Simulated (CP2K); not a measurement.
# GFN2-xTB run of BSnSi2H9 (SMILES [BH2][SnH2][SiH2][SiH3])

What is the energy change on altering one bond length of BSnSi2H9 at GFN2-xTB? 

The results are computed with CP2K 2026.2.

2 further runs of the same task are left out: 1 that didn't finish, 1 set aside as unsound or not needed.

## 1. The structure to begin with

The species is BSnSi2H9 (13 atoms), meant as a singlet with charge 0. As SMILES, `[BH2][SnH2][SiH2][SiH3]`. The shape comes from a force field and isn't a relaxed structure. This is one conformer, not always the lowest.

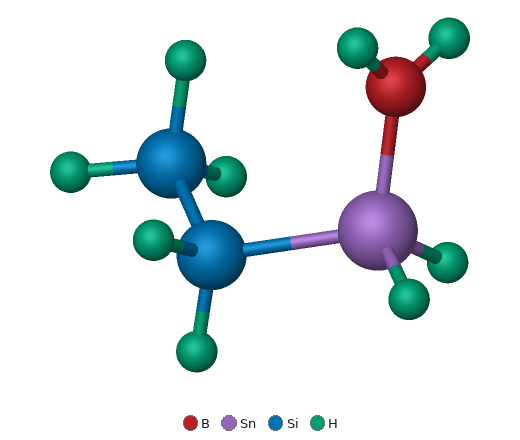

The structure, seen from a chosen angle (boron red, tin purple, silicon blue, hydrogen teal).

## 2. A single-point energy at GFN2-xTB

File mol.inp:

```
&GLOBAL
  PROJECT_NAME mol
  RUN_TYPE ENERGY
  PRINT_LEVEL MEDIUM
&END GLOBAL
&FORCE_EVAL
  METHOD QS
  &DFT
    CHARGE 0
    MULTIPLICITY 1
    &QS
      METHOD XTB
      EPS_DEFAULT 1.0E-10
      &XTB
        GFN_TYPE TBLITE
        &TBLITE
          METHOD GFN2
        &END TBLITE
        CHECK_ATOMIC_CHARGES F
      &END XTB
    &END QS
    ! isolated system
    &POISSON
      PERIODIC NONE
      POISSON_SOLVER ANALYTIC
    &END POISSON
    &SCF
      SCF_GUESS ATOMIC
      EPS_SCF 1.0E-07
      MAX_SCF 150
      ADDED_MOS 4
      &DIAGONALIZATION
        ALGORITHM STANDARD
      &END DIAGONALIZATION
      &MIXING
        METHOD DIRECT_P_MIXING
        ALPHA 0.4
      &END MIXING
      &SMEAR ON
        METHOD FERMI_DIRAC
        ELECTRONIC_TEMPERATURE [K] 300
      &END SMEAR
    &END SCF
    &PRINT
      &MOMENTS
        PERIODIC F
        REFERENCE COM
        MAX_MOMENT 1
      &END MOMENTS
      &MO ON
        ENERGIES T
        OCCUPATION_NUMBERS T
        NDIGITS 6
        &EACH
          QS_SCF 0
        &END EACH
        ADD_LAST NUMERIC
      &END MO
      &HIRSHFELD OFF
      &END HIRSHFELD
    &END PRINT
  &END DFT
  ! atoms, cell and kinds
  &SUBSYS
    &CELL
      ABC [angstrom] 20.9 21.9 20.5
      PERIODIC NONE
    &END CELL
    &COORD
      SCALED T
      B    0.46471770   0.61569178   0.49437805
      Sn   0.54441627   0.55649087   0.47366585
      Si   0.52925837   0.46038128   0.53806585
      Si   0.43809091   0.42150913   0.51715854
      H    0.42832057   0.63255479   0.45000732
      H    0.45228708   0.63513470   0.54754878
      H    0.61727751   0.59281507   0.49640244
      H    0.54814354   0.53956393   0.39016341
      H    0.58095694   0.41694292   0.52268537
      H    0.53555981   0.47452283   0.60983659
      H    0.42500478   0.36486530   0.55654390
      H    0.43094258   0.40741324   0.44815854
      H    0.38272249   0.46704338   0.53413902
    &END COORD
  &END SUBSYS
&END FORCE_EVAL
```

Started as:

```
$ OMP_NUM_THREADS=1 cp2k.psmp -i mol.inp -o mol.out
```

What it wrote:

```text
CP2K| version string:                                       CP2K version 2026.2
[...]
 GLOBAL| Method name                                                        CP2K
[...]
 GLOBAL| Run type                                                         ENERGY
[...]
                             - Atoms:                                         13
[...]
                             - Spherical basis functions:                     40
[...]
 Number of electrons:                                                         24
[...]
  *** SCF run converged in    26 steps ***
[...]
  Fermi energy:                                                -0.33119738694931
[...]
 TB_DIPOLE| Moment [Debye]          0.05375157      -0.70110404       0.46189346
 TB_DIPOLE| Derivative [a.u.]       0.00000000       0.00000000       0.00000000
[...]
 ENERGY| Total FORCE_EVAL ( QS ) energy [hartree]            -11.304141587912087
[...]
```

Run time: 0.32 s. Hardware: 1 thread of Arm Neoverse V1, shared host.

## 3. The distorted shape, same level

File run.inp:

```
&GLOBAL
  PROJECT run
  RUN_TYPE ENERGY
  PRINT_LEVEL MEDIUM
&END GLOBAL

&FORCE_EVAL
  METHOD QS
  &DFT
    &QS
      METHOD XTB
      EPS_DEFAULT 1.0E-10
      &XTB
        GFN_TYPE TBLITE
        &TBLITE
          METHOD GFN2
        &END TBLITE
        CHECK_ATOMIC_CHARGES F
      &END XTB
    &END QS
    &POISSON
      PERIODIC NONE
      POISSON_SOLVER ANALYTIC
    &END POISSON
    &SCF
      SCF_GUESS ATOMIC
      EPS_SCF 1.0E-07
      MAX_SCF 150
      ADDED_MOS 4
      &DIAGONALIZATION
        ALGORITHM STANDARD
      &END DIAGONALIZATION
      &MIXING
        METHOD DIRECT_P_MIXING
        ALPHA 0.4
      &END MIXING
      &SMEAR ON
        METHOD FERMI_DIRAC
        ELECTRONIC_TEMPERATURE [K] 300
      &END SMEAR
    &END SCF
    &PRINT
      &MOMENTS
        PERIODIC F
        REFERENCE COM
        MAX_MOMENT 1
      &END MOMENTS
      &MO ON
        ENERGIES T
        OCCUPATION_NUMBERS T
        NDIGITS 6
        &EACH
          QS_SCF 0
        &END EACH
        ADD_LAST NUMERIC
      &END MO
      &HIRSHFELD OFF
      &END HIRSHFELD
    &END PRINT
  &END DFT
  &SUBSYS
    &CELL
      ABC 21.1 21.9 20.5
      PERIODIC NONE
    &END CELL
    &COORD
      SCALED T
      B    0.47053656   0.61569178   0.49437805
      Sn   0.54947969   0.55649087   0.47366585
      Si   0.53446547   0.46038128   0.53806585
      Si   0.44416216   0.42150913   0.51715854
      H    0.43448443   0.63255479   0.45000732
      H    0.45822377   0.63513470   0.54754878
      H    0.62165031   0.59281507   0.49640244
      H    0.55317164   0.53956393   0.39016341
      H    0.58567400   0.41694292   0.52268537
      H    0.54070718   0.47452283   0.60983659
      H    0.43120007   0.36486530   0.55654390
      H    0.43708159   0.40741324   0.44815854
      H    0.37834969   0.47615037   0.53753517
    &END COORD
  &END SUBSYS
&END FORCE_EVAL
```

Started as:

```
$ OMP_NUM_THREADS=1 cp2k.psmp -i run.inp -o run.out
```

What it wrote:

```text
CP2K| version string:                                       CP2K version 2026.2
[...]
 GLOBAL| Method name                                                        CP2K
[...]
 GLOBAL| Run type                                                         ENERGY
[...]
                             - Atoms:                                         13
[...]
                             - Spherical basis functions:                     40
[...]
 Number of electrons:                                                         24
[...]
  *** SCF run converged in    28 steps ***
[...]
  Fermi energy:                                                -0.33056856948385
[...]
 TB_DIPOLE| Moment [Debye]          0.67612909      -1.20488763       0.26840866
 TB_DIPOLE| Derivative [a.u.]       0.00000000       0.00000000       0.00000000
[...]
 ENERGY| Total FORCE_EVAL ( QS ) energy [hartree]            -11.283928390561597
[...]
```

It took 0.34 s on 1 thread of Arm Neoverse V1, shared host.

## 4. Results

Level: GFN2-xTB.

| quantity | value |
| --- | --- |
| first shape: total energy | -11.30414 Eh |
| first shape: dipole moment (from atomic charges alone) | 0.84 D |
| first shape: HOMO energy | -10.14 eV |
| first shape: LUMO energy | -8.12 eV |
| first shape: HOMO–LUMO gap | 2.02 eV |
| distorted shape: total energy | -11.28393 Eh |
| distorted shape: dipole moment (from atomic charges alone) | 1.41 D |
| distorted shape: HOMO energy | -10.18 eV |
| distorted shape: LUMO energy | -8.10 eV |
| distorted shape: HOMO–LUMO gap | 2.08 eV |
| energy change with the Si4–H13 bond stretched from 1.567 to 1.880 Å | 0.550 eV |

In words: With the Si4–H13 bond stretched from 1.567 to 1.880 Å the energy rises by 0.55 eV (12.7 kcal/mol). The first shape isn't relaxed at this level, so the change isn't measured from a minimum. The dipole (first shape) comes from point charges on the atoms alone, without atomic dipoles, so it is partial. The dipole (distorted shape) comes from point charges on the atoms alone, without atomic dipoles, so it is partial.
